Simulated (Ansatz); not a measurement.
# A single-point run on CaI2

One self-consistent run on CaI2 (a known structure type filled with other elements, at an estimated volume), nothing relaxed, to see its forces and stress, its levels, and how its atoms share the electrons.

All numbers below are computed with Ansatz 0.2.0 (DFT, r2SCAN, no spin polarisation, plane waves, PAW).

## 1. The structure

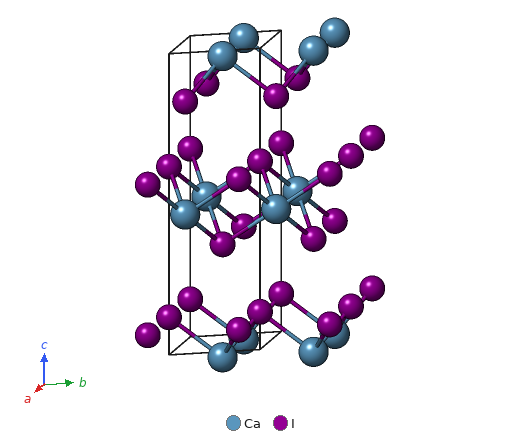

The structure slightly off an axis: calcium blue, iodine purple. 2×2×1 cells are drawn.

It takes space group P6_3mc (No. 186, hexagonal). Conventional cell: a = 4.272 Å, b = 4.272 Å, c = 13.772 Å, α = 90.00°, β = 90.00°, γ = 120.00°. Around Ca (site symmetry 3m) lie 6 I at 3.01 Å. Around I (site symmetry 3m) lie 3 Ca at 3.01 Å.

The coordinates stand in the input below.

It is a restart: the density comes from an earlier run on this cell.

## 2. The calculation

The input, input.yaml:

```yaml
crystal:
  lattice:
    - [4.271631, 0.0, 0.0]
    - [-2.135816, 3.699343, 0.0]
    - [0.0, 0.0, 13.77198]
  atoms:
    - { symbol: Ca, position: [0.33333, 0.66667, 0.0] }
    - { symbol: Ca, position: [0.66666, 0.33333, 0.5] }
    - { symbol: I, position: [0.33333, 0.66667, 0.375] }
    - { symbol: I, position: [0.66666, 0.33333, 0.875] }
    - { symbol: I, position: [0.0, 0.0, 0.625] }
    - { symbol: I, position: [0.0, 0.0, 0.125] }
  symmetry: { tolerance: 0.0003 }
kpoints:
  mp_grid: { grid: [7, 7, 2], shift: [0, 0, 0] }
  band_path:
    path:
      - [0.0, 0.0, 0.0]
      - [0.5, 0.0, 0.0]
      - [0.33333333, 0.33333333, 0.0]
      - [0.0, 0.0, 0.0]
      - [0.0, 0.0, 0.5]
      - [0.5, 0.0, 0.5]
      - [0.33333333, 0.33333333, 0.5]
      - [0.0, 0.0, 0.5]
      - [0.5, 0.0, 0.5]
      - [0.5, 0.0, 0.0]
      - [0.33333333, 0.33333333, 0.5]
    npoints: 6
magnetization:
  spin_polarized: false
scf:
  occupations: { method: fermi_dirac, width: 0.0174 }
  lower_state_search: "off"
  max_iter: 200
hamiltonian:
  pseudopotentials: { kind: paw }
  xc: r2scan
basis:
  ecutwfc: 500
  fft_grid_basis: typed
output:
  forces: true
  stress: true
  eigenvalues: true
  bader: true
  populations: true
  elf: true
  write_potential: true
  volumetric_format: npy
  dos:
    e_range: [-12, 8]
    de: 0.05
    projected: { site_lists: { Ca: [Ca], I: [I] } }
checkpoint:
  read: saved_state
```

The log of the run:

```text
Warning: the atoms were moved onto the symmetric positions of the space group found under crystal.symmetry.tolerance 3.0e-4 (fractional; no operation is sought that the atoms, as they stand in a round, miss by more than twice it, and no atom is moved by as much as it), and the run uses the moved positions. Before a round's move an operation carried an atom to 2.85e-5 Å from where it should land, the largest such distance. Atom 0 (counting from 0) moved farthest, by 2.47e-5 Å; the longest move in fractions of the cell, of whichever atom, is 0.02 of the tolerance, in 1 round. To run the atoms as typed, lower crystal.symmetry.tolerance until the operations that they miss are no longer found, or set crystal.symmetry.detect: false (a key that needs symmetry detection or time reversal refuses this as the deck is read). The positions used, in the order of the run's atom list: position: [0.3333333333333333, 0.6666666666666666, 0.0]; position: [0.6666666666666667, 0.3333333333333333, 0.5]; position: [0.3333333333333333, 0.6666666666666666, 0.375]; position: [0.6666666666666667, 0.3333333333333333, 0.875]; position: [-1.850343473277019e-17, 0.0, 0.625]; position: [-1.850343473277019e-17, 0.0, 0.125]; The lattice was moved too: crystal.lattice misses the space group found at crystal.symmetry.tolerance 3.0e-4 in a digit that the deck types, which is why this is a warning: making the lattice exact moves one of its numbers by a whole unit of that number's last typed decimal, or more. The operation that it misses by the most changes a squared length by the fraction 1.09e-6. The run uses the lattice that is a stretch of the typed one, with no rotation, onto the one that keeps every operation to a double's rounding (on a very oblique basis the stretch itself rounds by more); the deck's lattice vector that moved farthest moved by 1.21e-6 Å. To run the lattice as typed, set crystal.symmetry.tolerance under 2.70e-7, the least fraction by which an operation that the lattice misses changes a squared length (the same key also sets how far an atom may lie from its image, so lowering it can lose operations that the atoms keep only within it), or set crystal.symmetry.detect: false, as for the atoms. crystal.lattice made exact, in Å and degrees: [[4.271632176874929, 2.886751345368386e-7, 0.0], [-2.135816338437465, 3.6993418364591446, 0.0], [0.0, 0.0, 13.77198]]. Pasted over the deck's crystal.lattice, beside positions in fractional coordinates, it runs the same cell (given as lengths and angles, that cell in the form's own orientation, a rigid turn of the misfit's size from the one run here, for which a checkpoint.post_process_only pass over this run's state can be refused: where this run relaxes nothing, give such a pass this deck's own crystal.lattice, as typed; behind a relaxation, as crystal.lattice, the state's own cell, identity.cell in its checkpoint.json), and a matrix so pasted ends this notice, except on a very skew basis of the lattice, where the rounding of the pasted numbers themselves can read as a misfit: the cell is then moved again, and that move is told again. The lattice as run is in this notice's lattice.as_run_ang field (Run.prep()["deck_notices"] in Python, the deck_notice line of an events file, deck_notices of ansatz run --dry-run=json, or deck_notices in record.json in the deck's checkpoint.write directory).
Warning: RAYON_NUM_THREADS=1 ignored (pool sized by the plan → 1); use --threads N
Engine: ansatz 0.2.0, aarch64-unknown-linux-gnu
Pseudopotentials: kind: paw
Pseudopotential: Ca, paw, valence charge 10, recommended cutoff 500 eV (meta_gga), Ca.paw.azcp
Pseudopotential: I, paw, valence charge 17, recommended cutoff 500 eV (meta_gga), I.paw.azcp
Functional definition: r2SCAN
  parameter k0 = 0.174
  parameter k1 = 0.065
  parameter a1 = 4.9479
  exchange = r2scan_x(k0 = k0, k1 = k1, a1 = a1)
  correlation = r2scan_c
Crystal: 6 atoms, lattice volume = 217.628 Å³
Basis set: ecut = 500 eV, 5553 PW (Γ), exchange–correlation on 128×128×432 points (64 copies of the dense FFT grid, shifted against one another)
Bands: 53, of which v1, the nominal top of the filled ones, is band 44 counted from 1 (43 counted from 0)
Symmetry: 12 space group operations
Space group: P63mc (ITA 186), of the structure as read, at distance tolerance 1.8e-3 Å
k-points: 16 of 98
Non-local potential: Ca, projectors of the file, l = 0: 3, l = 1: 2, l = 2: 2
Non-local potential: I, projectors of the file, l = 0: 2, l = 1: 2, l = 2: 2, l = 3: 2
PAW form: soft (Blöchl's): semilocal exchange-correlation on the pseudo side does not see the compensation charge
PAW frozen core: Ca, regenerated for the run's functional (the file was generated under x = pbe(κ = 0.804, μ = 0.2195149727645171), c = pbe(β = 0.06672455060314922))
PAW frozen core: I, regenerated for the run's functional (the file was generated under x = pbe(κ = 0.804, μ = 0.2195149727645171), c = pbe(β = 0.06672455060314922))
PAW one-centre angular grid: Ca, 302 points (default); XC on 160 Gauss nodes
PAW one-centre angular grid: I, 590 points (default); XC on 160 Gauss nodes
Initial density: read from a saved state, or passed on in memory by an earlier SCF of this step, an earlier step, the calling program or the single point that the run made first
Initial wavefunctions: pseudopotential atomic-orbital guess
Functional: x = r2scan, c = r2scan; τ floored in thin density (d = 2e-4 eV/Å³)
iter 1 solved again at ethr=8.92e-7 eV; its pass at ethr=3.10e-3 eV (dr2=7.85e-4 eV) is discarded
SCF iter   1: F=-33766.204645 eV  HF=-33766.203229 eV  |F-HF|=1.42e-3  |Δ(HF+E_count)|=         —  Δρ=5.32e-4  dr2=3.16e-4  dr2_τ=1.89e-4  ethr=8.92e-7  ⟨swp⟩=4.0  Hψ=6792  notcnv=0
preconditioner: auto → Resta (q_TF=auto, 2.346 Å⁻¹)  ε∞=3.2  [insulator: Δε(μ)=3.880 eV  Ē_g=9.710 eV  σ=0.017 eV  W_gap=1.00  n_scr=52 (ndim 8)  ℏωp=14.2 eV  f_vac=0.089  D(μ)=0.00/eV (n_scr^D=0)  ε∞_Penn≈3.2]
SCF iter   2: F=-33766.204851 eV  HF=-33766.204712 eV  |F-HF|=1.38e-4  |Δ(HF+E_count)|=   1.48e-3  Δρ=2.66e-4  dr2=5.19e-5  dr2_τ=3.48e-5  ethr=3.59e-7  ⟨swp⟩=2.0  Hψ=1437  notcnv=0
SCF iter   3: F=-33766.205041 eV  HF=-33766.205026 eV  |F-HF|=1.51e-5  |Δ(HF+E_count)|=   3.14e-4  Δρ=7.11e-5  dr2=5.96e-6  dr2_τ=2.28e-6  ethr=5.89e-8  ⟨swp⟩=2.0  Hψ=1207  notcnv=0
SCF iter   4: F=-33766.205043 eV  HF=-33766.205043 eV  |F-HF|=3.02e-7  |Δ(HF+E_count)|=   1.65e-5  Δρ=1.12e-5  dr2=3.40e-7  dr2_τ=2.41e-8  ethr=6.77e-9  ⟨swp⟩=2.0  Hψ=1232  notcnv=0
SCF iter   5: F=-33766.205043 eV  HF=-33766.205043 eV  |F-HF|=1.30e-8  |Δ(HF+E_count)|=   3.37e-7  Δρ=3.50e-6  dr2=2.73e-8  dr2_τ=2.60e-9  ethr=1.14e-10  ⟨swp⟩=12.7  Hψ=6184  notcnv=0
SCF 1 converged in 5 iterations: F = -33766.205043 eV  dr2 = 2.73e-8
NSCF: frozen V_eff on 61 k-points
SCF converged after 5 iterations
Free energy (F): -33766.205043 eV
Harris-Foulkes:  -33766.205043 eV  (|F-HF|=1.30e-8)
Internal energy: -33766.205043 eV  (E = F + TS)
E sigma→0 (E₀):  -33766.205043 eV
Fermi energy:    6.945070 eV
--- Per-component energies (eV) ---
  E_band       = -1882.061771
  E_kinetic    = 1317.702462
  E_local      = -9782.945992  (includes V_loc(G=0)·N_el)
  E_nonlocal   = -233.773485
  E_hartree    = 4774.784809
  E_xc         = -761.054569
  E_vxc        = -951.116301  (∫ρ·V_xc dr)
  E_paw        = -21085.012019  (= ΣΔE_a)
  E_vpaw       = -1837.154912  (= ΣTr[D̂ρ^β])
  E_aug_tail   = -0.000146  (compensation charges beyond the density's cutoff)
  E_vtau       = 55.661646  (kinetic-family band-sum trace: ∫τ·v_τ [+ j·A + Jᵃ·Aᵃ] dr)
  E_ewald      = -7995.756984
  E_core_change = -0.149119  (= ΣΔE_core)
  E_smearing   = -0.000000  (= −TS)
  E_closure    = 0.000000  (closes the sum)
  Σ components = -33766.205043   (vs F -33766.205043, Δ=0.00e0)
--- Forces (eV/Å), atoms counted from 1 ---
  atom   1  Ca    -0.00000000     0.00000000    -0.00164735
  atom   2  Ca     0.00000000    -0.00000000    -0.00164735
  atom   3  I     -0.00000000     0.00000000    -0.62323894
  atom   4  I     -0.00000000    -0.00000000    -0.62323894
  atom   5  I      0.00000000    -0.00000000     0.62496551
  atom   6  I      0.00000000     0.00000000     0.62496551
  max |Σ_I F_I| component: 1.58e-4 eV/Å
--- Stress (GPa, compression-positive) ---
        4.807923       0.000000       0.000000
        0.000000       4.807923      -0.000000
        0.000000      -0.000000       4.218655
  P = ⅓ Tr σ = 4.6115 GPa (46.115 kbar)
--- Band table (eV; the first three rows and the last of 16) ---
  k-point 0: bands = ["-39.3851", "-39.3851", "-39.3851", "-39.3851", "-39.3799", "-39.3799", "-39.3799", "-39.3799", "-39.3775", "-39.3775", "-39.3775", "-39.3775", "-39.3752", "-39.3752", "-39.3723", "-39.3723", "-39.3723", "-39.3723", "-39.3701", "-39.3701", "-36.0092", "-36.0091", "-16.2071", "-16.2068", "-16.1578", "-16.1578", "-16.1578", "-16.1578", "-7.1619", "-6.9667", "-6.7111", "-6.4750", "1.9274", "2.9179", "3.5532", "3.9701", "3.9701", "4.0710", "4.0710", "4.7610", "4.7610", "4.9074", "4.9074", "5.0163", "9.9577", "9.9835", "9.9835", "10.0123", "10.0123", "10.1552", "10.5820", "10.9639", "11.3082"]
  k-point 1: bands = ["-39.3851", "-39.3851", "-39.3851", "-39.3851", "-39.3799", "-39.3799", "-39.3799", "-39.3799", "-39.3775", "-39.3775", "-39.3775", "-39.3775", "-39.3752", "-39.3752", "-39.3723", "-39.3723", "-39.3723", "-39.3723", "-39.3701", "-39.3701", "-36.0091", "-36.0091", "-16.2069", "-16.2069", "-16.1578", "-16.1578", "-16.1578", "-16.1578", "-7.0872", "-7.0872", "-6.5703", "-6.5703", "2.2629", "2.2629", "4.0163", "4.0163", "4.0163", "4.0163", "4.4231", "4.4231", "4.8382", "4.8382", "4.8382", "4.8382", "9.9963", "9.9963", "9.9963", "9.9963", "10.0476", "10.0476", "11.1026", "11.1026", "11.3681"]
  k-point 2: bands = ["-39.3852", "-39.3852", "-39.3850", "-39.3850", "-39.3800", "-39.3800", "-39.3798", "-39.3798", "-39.3775", "-39.3775", "-39.3775", "-39.3775", "-39.3751", "-39.3751", "-39.3723", "-39.3723", "-39.3723", "-39.3722", "-39.3700", "-39.3700", "-36.0082", "-36.0082", "-16.2020", "-16.2017", "-16.1732", "-16.1732", "-16.1606", "-16.1606", "-7.0617", "-6.8779", "-6.6783", "-6.4629", "2.0981", "2.9334", "3.1653", "3.6360", "3.9273", "4.0622", "4.2089", "4.2348", "4.3160", "4.5720", "4.7590", "4.9155", "9.6942", "9.7680", "10.2475", "10.2831", "10.2895", "10.3601", "10.9201", "11.1340", "11.3028"]
  k-point 15: bands = ["-39.3855", "-39.3855", "-39.3849", "-39.3849", "-39.3802", "-39.3802", "-39.3797", "-39.3797", "-39.3775", "-39.3775", "-39.3773", "-39.3773", "-39.3749", "-39.3749", "-39.3722", "-39.3722", "-39.3721", "-39.3721", "-39.3697", "-39.3697", "-36.0038", "-36.0038", "-16.2214", "-16.2214", "-16.1993", "-16.1993", "-16.1767", "-16.1767", "-6.4894", "-6.4894", "-6.4436", "-6.4436", "2.4221", "2.4221", "2.6635", "2.6635", "3.0672", "3.0672", "3.3996", "3.3996", "3.8418", "3.8418", "4.0738", "4.0738", "10.1198", "10.1198", "10.2999", "10.2999", "11.0358", "11.0358", "11.4056", "11.4056", "11.9750"]
--- Löwdin populations: 6 sites ---
  site symbol       q [e]
     0     Ca      8.4356
     1     Ca      8.4356
     2      I     17.6236
     3      I     17.6236
     4      I     17.6239
     5      I     17.6239
  spilling = 0.007202 (of n_electrons = 88.000000)
--- Bader charges: 6 sites ---
  site symbol  charge [e]  shift [e]
     0     Ca      1.4717     0.0003
     1     Ca      1.4717     0.0003
     2      I     -0.7360     0.0001
     3      I     -0.7360     0.0001
     4      I     -0.7356     0.0001
     5      I     -0.7356     0.0001
  estimated error of the sums over rays = 4.5e-4 e
```

It took 2.1 min on 1 thread, shared host; peak memory 1 GiB.

## 3. Forces on the atoms, stress on the cell

Sizes of the largest forces and where they point against the nearest neighbour:

```csv
atom,force (eV/Å),nearest,distance (Å),direction
I5,0.625,Ca2,3.01,(others are as near)
I6,0.625,Ca1,3.01,(others are as near)
I3,0.623,Ca2,3.01,(others are as near)
I4,0.623,Ca1,3.01,(others are as near)
```

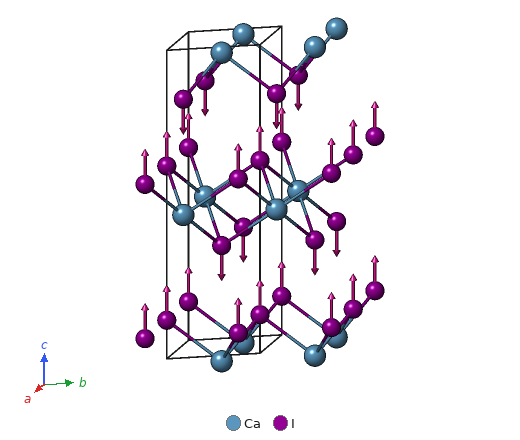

Forces as arrows; the longest is 0.62 eV/Å.

Principal stresses (compression positive): 4.22, 4.81, 4.81 GPa; their mean, the pressure, is 4.61 GPa.

## 4. The band path (bands.tsv)

bands.tsv at the labelled points (eV, zero at the valence-band top on the mesh):

```csv
point,band 42,band 43,band 44,band 45,band 46,band 47
Γ,-0.11,-0.11,0.00,4.94,4.97,4.97
M,-0.91,-0.87,-0.87,3.85,3.99,5.89
K,-1.08,-1.08,-0.90,5.32,5.32,5.41
Γ,-0.11,-0.11,0.00,4.94,4.97,4.97
A,-0.18,-0.18,-0.18,4.98,4.98,4.98
L,-1.03,-0.91,-0.91,3.93,3.93,6.11
H,-1.11,-1.01,-1.01,5.23,5.23,5.54
A,-0.18,-0.18,-0.18,4.98,4.98,4.98
L,-1.03,-0.91,-0.91,3.93,3.93,6.11
M,-0.91,-0.87,-0.87,3.85,3.99,5.89
H,-1.11,-1.01,-1.01,5.23,5.23,5.54
```

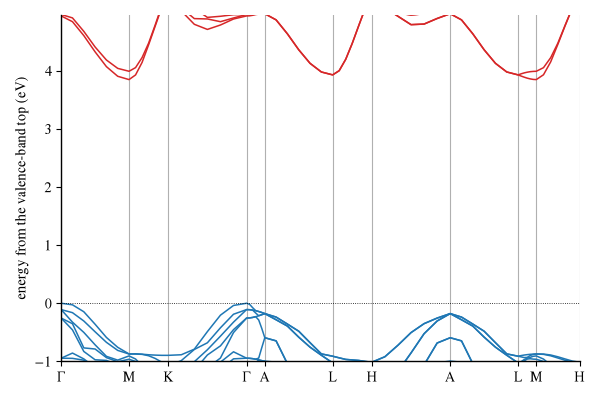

Bands along the path (those far from the Fermi level are not drawn); filled bands blue, empty bands red.

## 5. Density of states

States per cell by energy window, from dos.tsv and pdos.tsv (tetrahedra; eV from the Fermi level):

```csv
from,to,total,I p
-5.0,-4.5,2.54,2.21
-4.5,-4.0,4.24,3.91
-4.0,-3.5,2.52,2.38
-3.5,-3.0,6.07,5.83
-3.0,-2.5,6.69,6.44
-2.5,-2.0,1.91,1.87
-2.0,-1.5,0.02,0.02
-1.5,-1.0,0.00,0.00
-1.0,-0.5,0.00,0.00
-0.5,0.0,0.00,0.00
0.0,0.5,0.00,0.00
0.5,1.0,0.00,0.00
1.0,1.5,0.00,0.00
1.5,2.0,0.00,0.00
2.0,2.5,1.31,0.02
```

On the mesh the valence top lies at -1.93 eV and the conduction bottom at 1.96 eV on this scale.

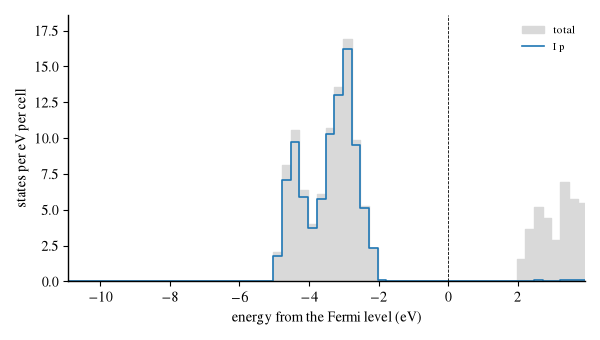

Total and projected density of states, in bins of 0.25 eV.

## 6. Charges

Gathered by element (positive charge: electrons given up): Löwdin charges also hold the electrons that the projection spills.

```csv
element,atoms,Bader charge (e),Bader volume (Å³),Löwdin charge (e)
Ca,2,+1.47,13.3,+1.56
I,4,-0.74,47.5,-0.62
```

The Löwdin projection spills 0.7 % of the electrons and depends on the orbitals chosen; where it disagrees with Bader's partition, neither is an observable.

## 7. Fields in real space

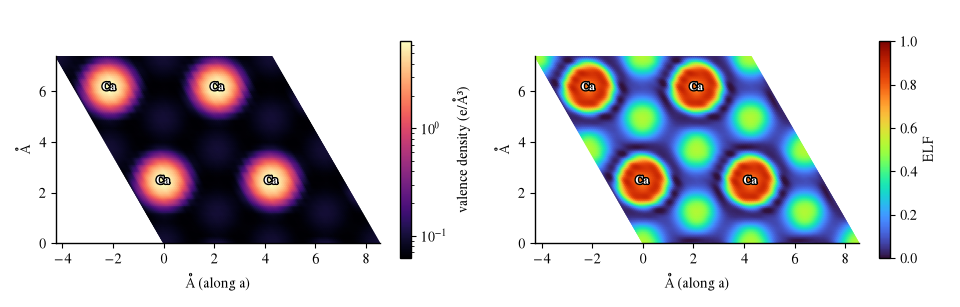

Valence density (left, log scale) and ELF (right) in the plane spanned by a and b at height 0.000 along c (axes of the input's cell); atoms within 0.2 Å are lettered, 2×2 cells. Inside the augmentation spheres the fields are the smooth ones.

At the density minimum on some short contacts:

```csv
contact,length (Å),minimum at (fraction),density (e/Å³),ELF
Ca1–I4,3.008,0.42,0.181,0.11
```

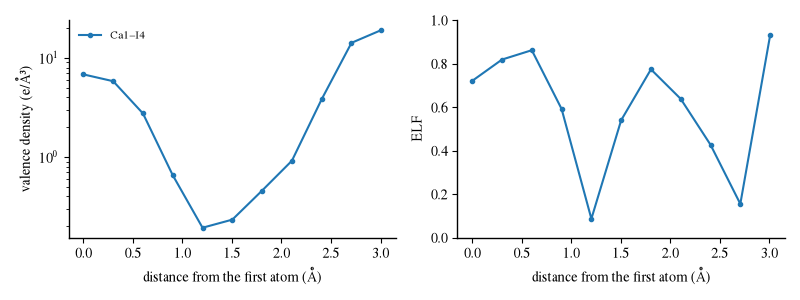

Smooth valence density and ELF along the contacts, at tenths of each length.

## 8. What came out

| quantity | value |
| --- | --- |
| largest force | 0.625 eV/Å on I |
| pressure | 4.6 GPa |
| formation energy (elements from separate runs) | -1.79 eV/atom |
| gap (mesh and path) | 3.85 eV, indirect |
| least direct gap | 4.66 eV |
| Bader charges | Ca +1.47, I -0.74 e |

There is a gap of 3.85 eV, with the least direct gap at 4.66 eV. Spin-orbit coupling is left out, and with elements this heavy it can move the gap by tenths of an eV. The pressure of 4.6 GPa says the cell is too small. I feels the largest force, 0.62 eV/Å, so the positions are not relaxed. Set against separate runs on the elements (Ca fcc, solid I2 (Cmce)), it forms at -1.79 eV per atom, so it is bound against them, though other compounds may compete.
